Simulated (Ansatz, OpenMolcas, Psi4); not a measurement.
# GeH2 (SMILES [GeH2]): methods side by side

The species is GeH2 (3 atoms), meant as a singlet with charge 0. As SMILES, `[GeH2]`. Geometry: relaxed at PBE0-D4/def2-TZVP.

```xyz
3

Ge   -0.5701    0.4051   -0.2637
H     0.7830    0.7436    0.5090
H    -0.2129   -1.1487   -0.2453
```

Quantity: the electronic atomisation energy, in eV. The values are calculated. Electronic energies at fixed atoms, without zero-point motion or spin-orbit coupling.

```tsv
level	kind	program	value (eV)	CPU time (all runs)
HF/def2-TZVPPD	Hartree–Fock	Psi4	4.24	7.2 s
SVWN5/def2-TZVPPD	LDA	Psi4	6.89	12 s
PBE/def2-TZVPPD	GGA	OpenMolcas	6.03	22 s
M06-L/def2-TZVPPD	meta-GGA	Psi4	6.24	30 s
B3LYP/def2-TZVPPD	global hybrid	Psi4	6.20	21 s
BHLYP/def2-TZVPPD	global hybrid	Psi4	6.07	20 s
wB97M-V/def2-TZVPPD	range-separated hybrid	Psi4	6.16	53 s
MP2/def2-TZVPPD	perturbation theory	Psi4	5.80	10 s
CCSD/def2-TZVPPD	coupled cluster or CI	Psi4	6.07	24 s
FCI/STO-3G	exact in the basis	Ansatz	7.92	0.67 s
```

All-electron rows without a relativistic Hamiltonian named are non-relativistic. The values span 4.24 to 7.92 eV. High-level rows in very small sets aren't better than simpler rows in larger ones. In the correlated wave-function rows the outer d shell of Ge is correlated, in sets not made for it. Times are those of the runs behind each value, whatever else they computed, on shared processors of several kinds: orders of magnitude only.

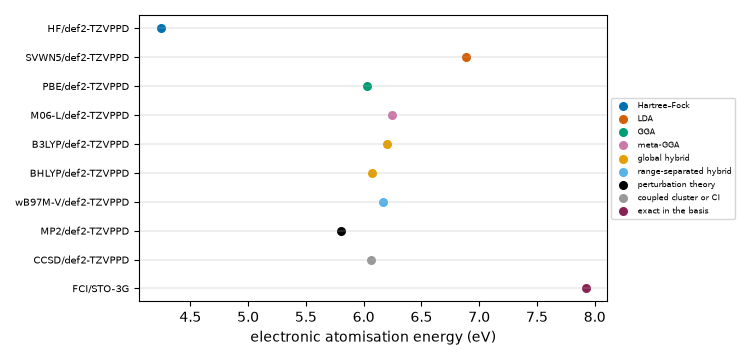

The values of the table, level by level.
